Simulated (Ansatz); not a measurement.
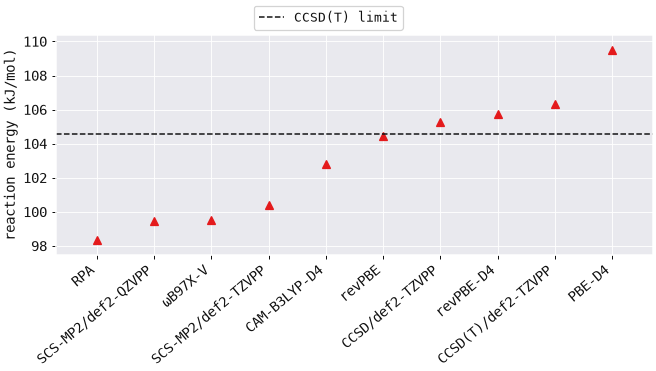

Electronic reaction energy of CH₇BGe (B[CH2][GeH3]) + HCl (Cl) → CH₅ClGe (Cl[CH2][GeH3]) + BH₃ (B) (SMILES in brackets) at several levels (functionals in def2-TZVPP unless a basis is named), isolated molecules at PBE0-D4 triple-zeta geometries, minima by their frequencies, no zero-point or thermal terms, the Ansatz code. The line is frozen-core CCSD(T) at the basis limit (MP2 extrapolated from triple and quadruple zeta, plus CCSD(T) less MP2 in a smaller set). RPA holds a correlation term that converges slowly with the basis, so part of the distance to the limit is basis error. No dispersion term is added to revPBE. The distance of SCS-MP2/def2-QZVPP, SCS-MP2/def2-TZVPP, CCSD/def2-TZVPP and CCSD(T)/def2-TZVPP to the limit includes basis error.

What do zero-point energy and temperature add?

Answer. Zero-point change 0.0 kJ/mol; at 298.15 K and 1 bar the CCSD(T) limit plus thermal terms gives an enthalpy of reaction of 104.1 and a free energy of 106.4 kJ/mol (harmonic PBE0-D4 modes, ideal gas).

What range do the values span, the line included?

Answer. From 98.4 kJ/mol (RPA) to 109.5 kJ/mol (PBE-D4).

Known limits of this run: no scalar relativity up to krypton; outer-core shells are correlated without core-valence functions, which makes the correlated values less sure.
